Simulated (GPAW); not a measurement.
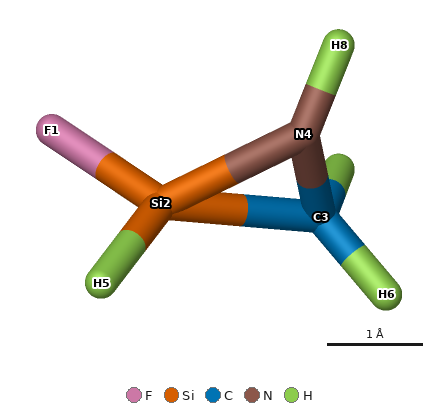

The structure as given in the input (stick view, seen at a tilt; atoms are numbered from 1 in the order of the input).

## Property calculation of CH4FNSi

CH4FNSi, set up with BLYP (no datasets)/real-space grid, UKS, scalar-relativistic datasets (GPAW 26.7.0).

The geometry comes from this level: GFN2-xTB.

The input (calc.py):
```python
import numpy as np
from ase.io import read
from ase.units import Debye
from gpaw import GPAW

# Structure
molecule = read('run.sdf')
molecule.center(vacuum=4.5)

# GPAW settings
dft = GPAW(mode='fd', xc='BLYP', h=0.2, spinpol=True, maxiter=89, txt='-')
molecule.calc = dft

energy = molecule.get_potential_energy()
print(f'Energy                  {energy:.5f} eV')
forces = molecule.get_forces()
print('Forces (eV/Ang)')
for symbol, f in zip(molecule.symbols, forces):
    print(f'{symbol:2} {f[0]:9.4f} {f[1]:9.4f} {f[2]:9.4f}')
dipole = molecule.get_dipole_moment() / Debye
print(f'Dipole: {np.linalg.norm(dipole):.3f} D')
homo, lumo = dft.get_homo_lumo()
print(f'HOMO = {homo:.3f} eV')
print(f'LUMO: {lumo:.3f} eV')
print(f'Gap: {lumo - homo:.3f} eV')
```

File run.sdf:
```

     RDKit          3D

  8  8  0  0  0  0  0  0  0  0999 V2000
   -1.9286    1.0988   -0.2499 F   0  0  0  0  0  0  0  0  0  0  0  0
   -0.4434    0.6054   -0.6498 Si  0  0  1  0  0  4  0  0  0  0  0  0
    0.6479   -0.0195    0.7204 C   0  0  0  0  0  0  0  0  0  0  0  0
    0.1291   -0.9687   -0.3143 N   0  0  0  0  0  0  0  0  0  0  0  0
   -0.1032    1.1981   -1.9076 H   0  0  0  0  0  0  0  0  0  0  0  0
    1.7287    0.0505    0.7153 H   0  0  0  0  0  0  0  0  0  0  0  0
    0.2485   -0.1181    1.7236 H   0  0  0  0  0  0  0  0  0  0  0  0
   -0.2789   -1.8464   -0.0376 H   0  0  0  0  0  0  0  0  0  0  0  0
  2  1  1  0
  3  2  1  0
  4  3  1  0
  4  2  1  0
  2  5  1  6
  6  3  1  0
  7  3  1  0
  8  4  1  0
M  END
$$$$
```

Hardware: 1 thread of Arm Neoverse V1, 24 GiB of memory available, shared host.

Launch command:
```bash
python3 -u calc.py | tee calc.out
```

What the program printed:
```
__  _  _
 | _ |_)|_||  |
 |__||  | ||/\| - 26.7.0

units:  Angstrom and eV
cores:  1
OpenMP: False

Versions:
  Python: 3.12.14
  ASE:    3.29.0
  Numpy:  2.5.5
  Scipy:  1.18.1
  Libxc:  7.0.0

        _gpaw.cpython-312-aarch64-linux-gnu.so

Input parameters:
  mode=FD(),
  h=0.2,
  maxiter=89,
  spinpol=True,
  xc=XC(name='BLYP')
FileNotFoundError: Could not find required PAW dataset file "F.BLYP".

You need to set the GPAW_SETUP_PATH environment variable to point to
the directories where PAW dataset and basis files are stored.  See
```

What the run reported:

```tsv
quantity	value
outcome	refused by the program
```

What went wrong:

Some settings of this run were drawn to be unusual or wrong (spinpol set to true). The program refused the input.
